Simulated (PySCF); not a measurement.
# H$_{3}$Si (doublet): what the fields show

Input

```
{"job": {"kind": "sp", "xc": "M06-2X", "basis": "ma-def2-TZVP", "grid": 3}, "charge": 0, "multiplicity": 2}
Si     0.042778     0.015289     0.313502
H     -0.163413     1.416393    -0.162764
H     -1.139462    -0.844019     0.003255
H      1.300145    -0.568441    -0.243976
```

Launched as:

```sh
OMP_NUM_THREADS=1 python redox_run.py task.json out
```

Geometry: PBE0-D3(BJ)/def2-SVP.

Method: DFT single point, gas phase, functional M06-2X in PySCF 2.14.0, density-fitted response routines.

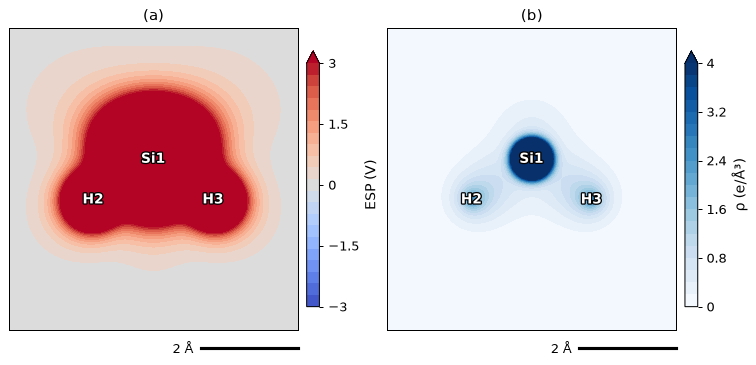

Figure 1. (a) electrostatic potential; (b) electron density on the plane of atoms H2, Si1 and H3.

What do the fields say about this system?

Answer. Atoms in the plane: Si and H. Si–H (1.49 Å): the density is about 0.8 e/Å³ at the midpoint. The potential has no marked negative region in this plane.

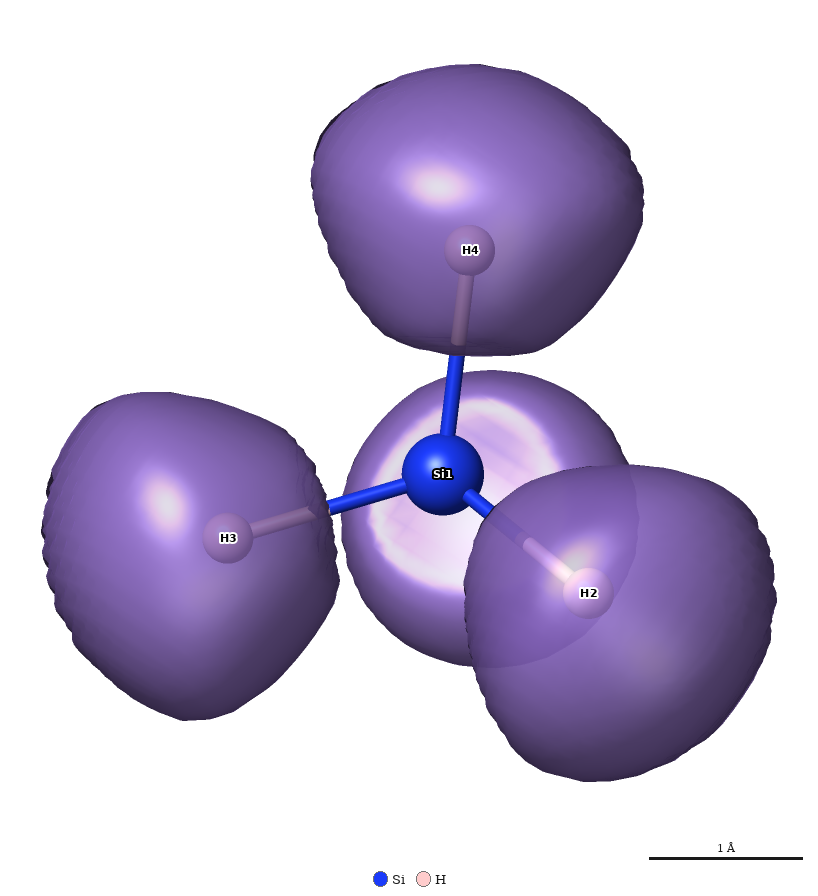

Figure 2. Isosurface of the electron localisation function at 0.9 (purple), seen at a tilt. Only the valence region is drawn (cores and ρ < 0.01 e/Å³ removed).

Identify the bonds, lone pairs and shells in this picture.

Answer. The surface consists of three regions around hydrogen nuclei and one lobe on Si, pointing away from the bonds (non-bonding electrons). Along the contacts the grid gives the following. Si–H (1.49 Å): the ELF climbs to about 1 towards the hydrogen, as it does in any bond to H.
